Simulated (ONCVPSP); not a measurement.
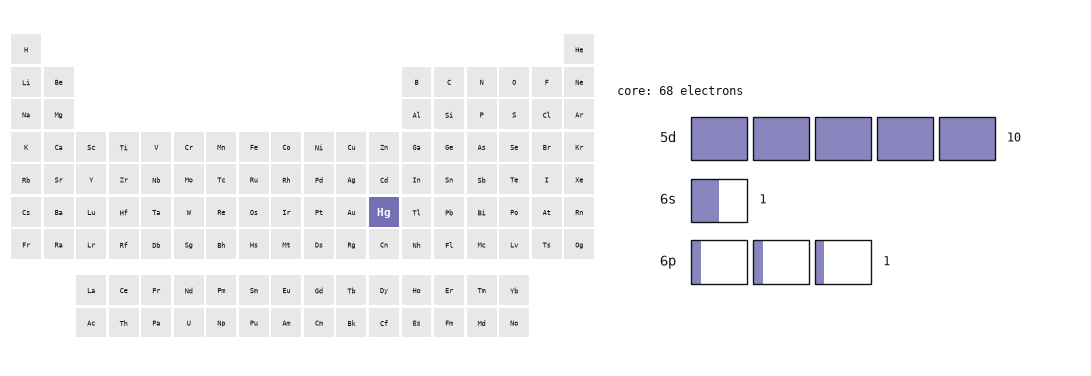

*Left, the place of mercury in the periodic table; right, the valence shells of the reference configuration: a box for each of the 2l + 1 orbitals, shaded by the share of the shell that is filled, with the electron count at the right.*

**Hg: pseudopotential generation**

- system: mercury (Hg, Z = 80), core [Xe] 4f14, reference valence 5d10 6s1 6p1, valence charge 12.
- method: ONCV potential, LDA (Perdew-Wang 92), fully relativistic, made with ONCVPSP 4.0.1

### Results in brief

- outcome: generated, with a ghost state
- cutoffs needed: 22 Ha and 32 Ha (the cutoffs at which the residual kinetic energy of the hardest occupied pseudo-wave falls to 1 and 0.1 mHa per electron)
- ghost test: GHOST(-) flagged for s at -285.9 eV, p3/2 at -170.5 eV, p1/2 at -158.9 eV; GHOST(+) flagged for s at 80.9 eV
- configuration tests: 1 of 4 tests not solved
- largest excitation error among the tests solved: -1.5 meV (all-electron minus pseudo) for 5d10 6s1 6p0
- clearest signs, in the scattering phases, of states that the all-electron atom lacks: s near 3.0 Ha
- range over which the phases arctan(r R′/R) at the test radius agree within 0.05 rad (a looser test near the poles than one of phase shifts): s: up to about 2.8 Ha; p3/2: up to about 0.7 Ha; p1/2: up to about 1.2 Ha; d5/2: up to about 4.5 Ha; d3/2: up to about 4.5 Ha; f7/2: not judged, local potential alone; f5/2: not judged, local potential alone
- hardware: 1 CPU thread, shared host
- wall time: 3.6 s

### Remarks

The potential has a bound ghost state, so it can't be used as it stands. Warnings of the program, in the generation or the tests: psatom_r: WARNING lschvkbb convergence error n,l,kap,iter= 2 1 -2.

### Input
```
# ATOM AND REFERENCE CONFIGURATION
# atsym  z   nc   nv     iexc    psfile
  Hg 80.00   12    3  -001012      upf
#
#   n    l    f
    1    0    2.00
    2    0    2.00
    2    1    6.00
    3    0    2.00
    3    1    6.00
    3    2   10.00
    4    0    2.00
    4    1    6.00
    4    2   10.00
    4    3   14.00
    5    0    2.00
    5    1    6.00
    5    2   10.00
    6    0    1.00
    6    1    1.00
#
# PSEUDOPOTENTIAL AND OPTIMIZATION
# lmax
    2
#
#   l,   rc,      ep,       ncon, nbas, qcut
    0    2.05    0.00    4    8    3.10
    1    2.50    0.00    5    9    3.40
    2    1.30    0.00    4    8    8.80
#
# LOCAL POTENTIAL
# lloc, lpopt,  rc(5),   dvloc0
    4    5    1.00    2.00
#
# VANDERBILT-KLEINMAN-BYLANDER PROJECTORs
# l, nproj, debl
    0    2    1.90
    1    1    0.60
    2    1    3.50
#
# MODEL CORE CHARGE
# icmod, fcfact, rcfact
    0    0.00    0.00
#
# LOG DERIVATIVE ANALYSIS
# epsh1, epsh2, depsh
   -2.00    5.00    0.02
#
# OUTPUT GRID
# rlmax, drl
    6.00    0.01
#
# TEST CONFIGURATIONS
# ncnf
    4
# nvcnf
#   n    l    f
    3
    5    2   10.00
    6    0    2.00
    6    1    0.00
#
    3
    5    2   10.00
    6    0    1.00
    6    1    0.00
#
    3
    5    2   10.00
    6    0    0.00
    6    1    0.00
#
    3
    5    2   10.00
    6    0    1.50
    6    1    0.00
#
```

Run as:
```bash
oncvpspr.x < Hg.dat > Hg.out
```

### The program's output (extracts)
```
ONCVPSP  (Optimized Norm-Conservinng Vanderbilt PSeudopotential)
relativistic version 4.0.1

#   n    l    f        energy (Ha)
    1    0    2.00    -3.0496176D+03
    2    0    2.00    -5.4015916D+02
    2    1    6.00    -4.4682093D+02    -5.1833535D+02
    3    0    2.00    -1.2821427D+02
    3    1    6.00    -1.0254192D+02    -1.1837918D+02
    3    2   10.00    -8.2835880D+01    -8.6231324D+01
    4    0    2.00    -2.8225294D+01
    4    1    6.00    -2.0179098D+01    -2.4012591D+01
    4    2   10.00    -1.2573291D+01    -1.3287883D+01
    4    3   14.00    -3.5401998D+00    -3.6944274D+00
    5    0    2.00    -4.4253673D+00
    5    1    6.00    -2.3508976D+00    -3.0300461D+00
    5    2   10.00    -4.1997627D-01    -4.8883524D-01
    6    0    1.00    -3.1845359D-01
    6    1    1.00    -7.5596808D-02    -1.0744929D-01

Reference configufation results
  iterations    26
  all-electron total energy (Ha)   -1.96511374D+04

Begin loop to  construct optimized pseudo wave functions
and semi-local pseudopoentials for all angular momenta

   Wellstate for l =  0  n =  8 kap= -1
     eigenvalue =   1.5815
     asymptotic potential =   2.0815
     half-point radius =  4.6598

Calculating optimized projector #   1

 for l=   0

    Fraction of norm inside rc  0.298792
    Optimizing pswf for qcut=   3.09 a_B^-1,  ecut=   4.77 Ha
    Residual kinetic energy error=  1.79D-03 Ha

    Energy error per electron        Cutoff
         Ha          eV             Ha
         0.01000     0.27211        3.50
         0.00100     0.02721        5.70
         0.00010     0.00272       19.97
         0.00001     0.00027       36.58

Calculating optimized projector #   2

 for l=   0

    Fraction of norm inside rc  0.111405
    Optimizing pswf for qcut=   3.09 a_B^-1,  ecut=   4.77 Ha
    Residual kinetic energy error=  1.06D-02 Ha

    Energy error per electron        Cutoff
         Ha          eV             Ha
         0.01000     0.27211        4.97
         0.00100     0.02721       19.03
         0.00010     0.00272       52.49
         0.00001     0.00027       60.73

Calculating optimized projector #   1

 for l=   1

    Fraction of norm inside rc  0.139397
    Optimizing pswf for qcut=   3.40 a_B^-1,  ecut=   5.79 Ha
    Residual kinetic energy error=  1.54D-04 Ha

    Energy error per electron        Cutoff
         Ha          eV             Ha
         0.01000     0.27211        0.77
         0.00100     0.02721        3.21
         0.00010     0.00272       14.28
         0.00001     0.00027       39.15

Calculating optimized projector #   1

 for l=   1

    Fraction of norm inside rc  0.237215
    Optimizing pswf for qcut=   3.40 a_B^-1,  ecut=   5.79 Ha
    Residual kinetic energy error=  2.26D-04 Ha

    Energy error per electron        Cutoff
         Ha          eV             Ha
         0.01000     0.27211        1.11
         0.00100     0.02721        4.60
         0.00010     0.00272        7.65
         0.00001     0.00027       26.56

Calculating optimized projector #   1

 for l=   2

    Fraction of norm inside rc  0.424947
    Optimizing pswf for qcut=   8.80 a_B^-1,  ecut=  38.69 Ha
    Residual kinetic energy error=  3.06D-05 Ha

    Energy error per electron        Cutoff
         Ha          eV             Ha
         0.01000     0.27211       16.31
         0.00100     0.02721       20.59
         0.00010     0.00272       31.84
         0.00001     0.00027       81.05

Calculating optimized projector #   1

 for l=   2

    Fraction of norm inside rc  0.465594
    Optimizing pswf for qcut=   8.80 a_B^-1,  ecut=  38.69 Ha
    Residual kinetic energy error=  2.96D-05 Ha

    Energy error per electron        Cutoff
         Ha          eV             Ha
         0.01000     0.27211       17.60
         0.00100     0.02721       21.90
         0.00010     0.00272       27.14
         0.00001     0.00027       83.81

Construct Vanderbilt / Kleinmman-Bylander projectors

B matrix Hermiticity error, ll=  0  kap= -1
   1   2   -1.2713D-04

  Orthonormal projector coefficients  1.0699E+01  1.3259E+00

 Orthonormal scalar projector coefficients, l =  1
  3.3576E+00  2.7361E-02

 Orthonormal spin-orbit projector coefficients, l =  1
 -6.9834E-01  2.6310E-01

 Orthonormal scalar projector coefficients, l =  2
  5.1637E+00  1.7329E-03

 Orthonormal spin-orbit projector coefficients, l =  2
  1.0669E-01 -5.5912E-02

Pseudoatom total energy  -41.069949

Diagnostic tests using Vanderbilt-Kleinman-Bylander pseudopotentials
  relativistic with J = L +/- 1/2 projectors

   l  kap   rcore       rmatch      e in        delta e    norm test   slope test

   0  -1   2.0605875   2.1231514  -0.3184536  -0.0000010   1.0000332   0.9999833
   0  -1   2.0605875   2.1231514   1.5815464   0.0000005   1.0003403   1.0003403

   1  -2   2.5102931   2.5865110  -0.0755968  -0.0000000   1.0000018   0.9999971
   1   1   2.5102931   2.5865110  -0.1074493   0.0000011   1.0000035   1.0000071

   2  -3   1.3000096   1.3394807  -0.4199763  -0.0000161   1.0000005   1.0000810
   2   2   1.3000096   1.3394807  -0.4888352   0.0000379   1.0000116   0.9999539

Diagnostic tests using Vanderbilt-Kleinman-Bylander pseudopotentials
  relativistic with scalar and spin-orbit non-local projectors

   l  kap   rcore       rmatch      e in        delta e    norm test   slope test

   0  -1   2.0605875   2.1231514  -0.3184536  -0.0000010   1.0000332   0.9999833
   0  -1   2.0605875   2.1231514   1.5815464   0.0000005   1.0003403   1.0003403

   1  -2   2.5102931   2.5865110  -0.0755968  -0.0000000   1.0000018   0.9999971
   1   1   2.5102931   2.5865110  -0.1074493   0.0000011   1.0000035   1.0000071

   2  -3   1.3000096   1.3394807  -0.4199763  -0.0002619   0.9999398   0.9989694
   2   2   1.3000096   1.3394807  -0.4888352  -0.0002303   0.9999677   0.9990960

Ghost test for J = L + 1/2

 Testing for bound ghosts
   n   l    E NL Schr. Eq   E Basis Diag.   E Cutoff

       0                      -10.506219     61.31  WARNING - GHOST(-)
   1   0       -0.318455       -0.313902     61.31

       1                       -6.263968     47.70  WARNING - GHOST(-)
   2   1       -0.075597       -0.059627     47.70

   3   2       -0.419992       -0.408961    152.34

 Testing for highly-localized positive-energy ghosts
       l    <radius>/rc     E Basis Diag.   E Cutoff

       0        0.461003        2.973369     61.31  WARNING - GHOST(+)

Ghost test for J = L - 1/2

 Testing for bound ghosts
   n   l    E NL Schr. Eq   E Basis Diag.   E Cutoff

       0                      -10.506219     61.31  WARNING - GHOST(-)
   1   0       -0.318455       -0.313902     61.31

       1                       -5.837926     47.70  WARNING - GHOST(-)
   2   1       -0.107448       -0.098984     47.70

   3   2       -0.488797       -0.480686    152.34

 Testing for highly-localized positive-energy ghosts
       l    <radius>/rc     E Basis Diag.   E Cutoff

       0        0.461003        2.973369     61.31  WARNING - GHOST(+)

Test configuration 0

   n   l kap    f        eae           eps        diff
   1   0  -1  2.0000-3049.61760668
   2   0  -1  2.0000 -540.15916428
   2   1  -2  4.0000 -446.82092896
   2   1   1  2.0000 -518.33535128
   3   0  -1  2.0000 -128.21427353
   3   1  -2  4.0000 -102.54191830
   3   1   1  2.0000 -118.37917569
   3   2  -3  6.0000  -82.83588027
   3   2   2  4.0000  -86.23132444
   4   0  -1  2.0000  -28.22529366
   4   1  -2  4.0000  -20.17909833
   4   1   1  2.0000  -24.01259095
   4   2  -3  6.0000  -12.57329068
   4   2   2  4.0000  -13.28788263
   4   3  -4  8.0000   -3.54019979
   4   3   3  6.0000   -3.69442739
   5   0  -1  2.0000   -4.42536730
   5   1  -2  4.0000   -2.35089760
   5   1   1  2.0000   -3.03004607
   5   2  -3  6.0000   -0.41997627   -0.41999236   -1.61E-05
   5   2   2  4.0000   -0.48883524   -0.48879737    3.79E-05
   6   0  -1  1.0000   -0.31845359   -0.31845463   -1.04E-06
   6   1  -2  0.6667   -0.07559681   -0.07559685   -4.03E-08
   6   1   1  0.3333   -0.10744929   -0.10744814    1.15E-06

    Total energies and differences
      AE_ref= -1.96511374E+04  AE_tst= -1.96511374E+04  dif=  0.00E+00
      PS_ref= -4.10699487E+01  PS_tst= -4.10699487E+01  dif=  0.00E+00
      PSP excitation error=  0.00E+00

Test configuration 1

   n   l kap    f        eae           eps        diff
   1   0  -1  2.0000-3049.53743404
   2   0  -1  2.0000 -540.08083967
   2   1  -2  4.0000 -446.74264805
   2   1   1  2.0000 -518.25694971
   3   0  -1  2.0000 -128.13549529
   3   1  -2  4.0000 -102.46314011
   3   1   1  2.0000 -118.30042863
   3   2  -3  6.0000  -82.75726094
   3   2   2  4.0000  -86.15272657
   4   0  -1  2.0000  -28.14624311
   4   1  -2  4.0000  -20.10004957
   4   1   1  2.0000  -23.93355181
   4   2  -3  6.0000  -12.49428793
   4   2   2  4.0000  -13.20888062
   4   3  -4  8.0000   -3.46116534
   4   3   3  6.0000   -3.61539625
   5   0  -1  2.0000   -4.34587136
   5   1  -2  4.0000   -2.27103283
   5   1   1  2.0000   -2.95035418
   5   2  -3  6.0000   -0.34415848   -0.34437653   -2.18E-04
   5   2   2  4.0000   -0.41213241   -0.41233181   -1.99E-04
   6   0  -1  2.0000   -0.26233961   -0.26232129    1.83E-05
   6   1  -2  0.0000   -0.03735521   -0.03735521    0.00E+00
   6   1   1  0.0000   -0.06421416   -0.06421416    0.00E+00

    Total energies and differences
      AE_ref= -1.96511374E+04  AE_tst= -1.96513611E+04  dif= -2.24E-01
      PS_ref= -4.10699487E+01  PS_tst= -4.12936224E+01  dif= -2.24E-01
      PSP excitation error= -3.98E-07

Test configuration 2

   n   l kap    f        eae           eps        diff
   1   0  -1  2.0000-3049.87414557
   2   0  -1  2.0000 -540.41447034
   2   1  -2  4.0000 -447.07629008
   2   1   1  2.0000 -518.59084093
   3   0  -1  2.0000 -128.46959460
   3   1  -2  4.0000 -102.79724947
   3   1   1  2.0000 -118.63450728
   3   2  -3  6.0000  -83.09112121
   3   2   2  4.0000  -86.48656073
   4   0  -1  2.0000  -28.48068292
   4   1  -2  4.0000  -20.43449484
   4   1   1  2.0000  -24.26798136
   4   2  -3  6.0000  -12.82866584
   4   2   2  4.0000  -13.54325660
   4   3  -4  8.0000   -3.79559571
   4   3   3  6.0000   -3.94982023
   5   0  -1  2.0000   -4.68117054
   5   1  -2  4.0000   -2.60733274
   5   1   1  2.0000   -3.28611837
   5   2  -3  6.0000   -0.67508533   -0.67431765    7.68E-04
   5   2   2  4.0000   -0.74445741   -0.74352747    9.30E-04
   6   0  -1  1.0000   -0.55524905   -0.55536116   -1.12E-04
   6   1  -2  0.0000   -0.27006506   -0.27006506    0.00E+00
   6   1   1  0.0000   -0.31740751   -0.31740751    0.00E+00

    Total energies and differences
      AE_ref= -1.96511374E+04  AE_tst= -1.96509549E+04  dif=  1.83E-01
      PS_ref= -4.10699487E+01  PS_tst= -4.08873913E+01  dif=  1.83E-01
      PSP excitation error= -5.43E-05

Test configuration 3

psatom_r: WARNING lschvkbb convergence error n,l,kap,iter=   2   1  -2

#
ea(ii),et,emin,emax -3.483323E-01 -3.607823E-01 -3.607823E-01 -3.607823E-01
run_config_r: WARNING for fully non-local PS atom,
 WARNING no output for configuration 4

Test configuration 4

   n   l kap    f        eae           eps        diff
   1   0  -1  2.0000-3049.70008764
   2   0  -1  2.0000 -540.24209904
   2   1  -2  4.0000 -446.90391226
   2   1   1  2.0000 -518.41832558
   3   0  -1  2.0000 -128.29700062
   3   1  -2  4.0000 -102.62465098
   3   1   1  2.0000 -118.46192246
   3   2  -3  6.0000  -82.91865338
   3   2   2  4.0000  -86.31410595
   4   0  -1  2.0000  -28.30792824
   4   1  -2  4.0000  -20.26174126
   4   1   1  2.0000  -24.09523248
   4   2  -3  6.0000  -12.65595155
   4   2   2  4.0000  -13.37054191
   4   3  -4  8.0000   -3.62286274
   4   3   3  6.0000   -3.77708953
   5   0  -1  2.0000   -4.50807791
   5   1  -2  4.0000   -2.43380072
   5   1   1  2.0000   -3.11281445
   5   2  -3  6.0000   -0.50465156   -0.50443669    2.15E-04
   5   2   2  4.0000   -0.57327234   -0.57297135    3.01E-04
   6   0  -1  1.5000   -0.40487324   -0.40493051   -5.73E-05
   6   1  -2  0.0000   -0.14782318   -0.14782318    0.00E+00
   6   1   1  0.0000   -0.18554291   -0.18554291    0.00E+00

    Total energies and differences
      AE_ref= -1.96511374E+04  AE_tst= -1.96511947E+04  dif= -5.72E-02
      PS_ref= -4.10699487E+01  PS_tst= -4.11271722E+01  dif= -5.72E-02
      PSP excitation error= -1.04E-05
```

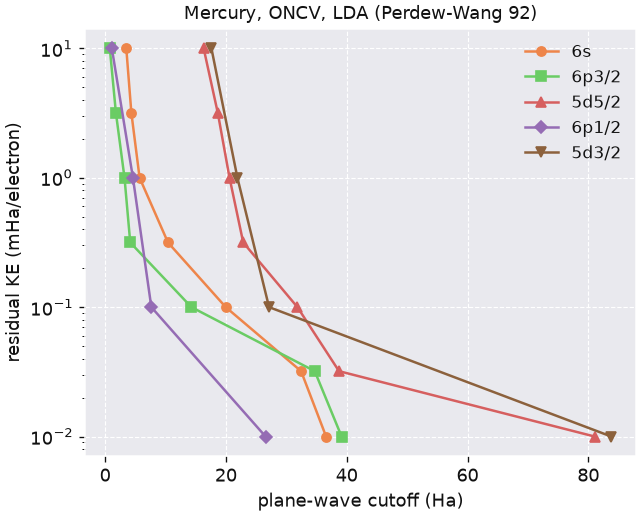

*Residual kinetic energy of the pseudo-waves (the first of each channel, and further valence shells) beyond the plane-wave cutoff, as the generator prints it.*

- Cutoffs for 1 mHa per electron: 5d3/2: 22 Ha; 5d5/2: 21 Ha; 6s: 5.7 Ha; 6p1/2: 4.6 Ha; 6p3/2: 3.2 Ha.
- Cutoffs for the occupied states: 22 Ha for 1 mHa and 32 Ha for 0.1 mHa per electron. The first is set by 5d3/2. The potential isn't sound: its ghost test gives GHOST(-) flagged for s at -285.9 eV, p3/2 at -170.5 eV, p1/2 at -158.9 eV; GHOST(+) flagged for s at 80.9 eV.

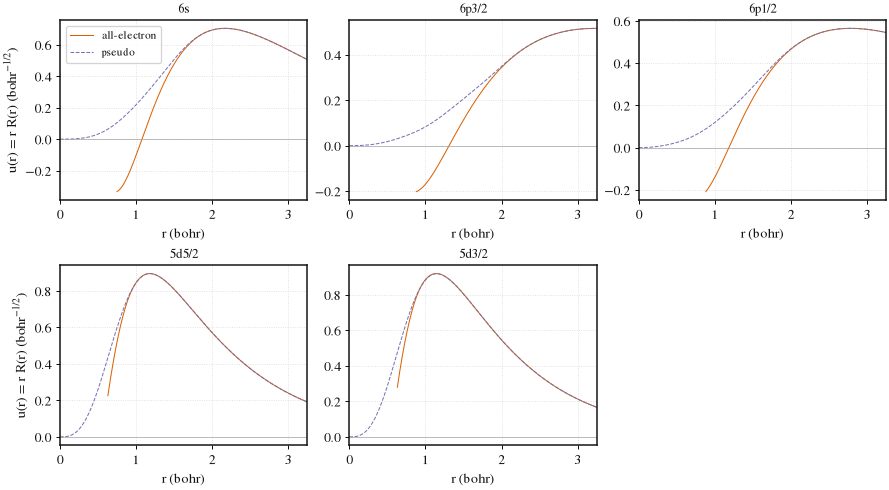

*Partial waves u(r) = r R(r), all-electron (solid) and pseudo (dashed). The innermost oscillations of some all-electron curves aren't drawn. Reference configuration 5d10 6s1 6p1.*

- Matching radii: 6s at 2.05 bohr; 6p3/2 at 2.50 bohr; 6p1/2 at 2.50 bohr; 5d5/2 at 1.30 bohr; 5d3/2 at 1.30 bohr. The curves merge smoothly, so the plot gives these only roughly.
- Nodes of the pseudo-waves: 6s has no node; 6p3/2 has no node; 6p1/2 has no node; 5d5/2 has no node; 5d3/2 has no node.

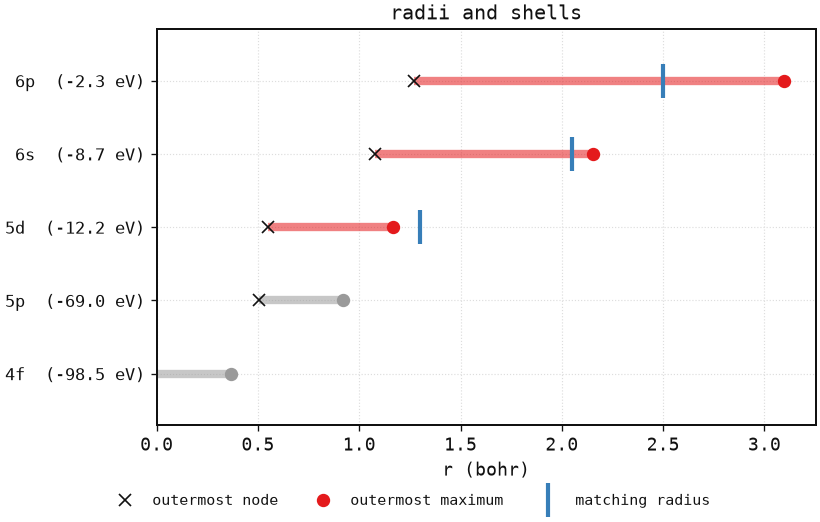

*Outer shells of the all-electron reference atom: each bar runs from the outermost node (or the nucleus) to the outermost maximum of u(r); the tick is the radius chosen for the pseudo-wave. Shells without a tick have no pseudo-wave of their own. Levels, nodes and maxima are from ld1.x, scalar-relativistic.*

- Radii against the shells: 5d: 1.30 bohr, outside the maximum; 6s: 2.05 bohr, between node and maximum; 6p: 2.50 bohr, between node and maximum.
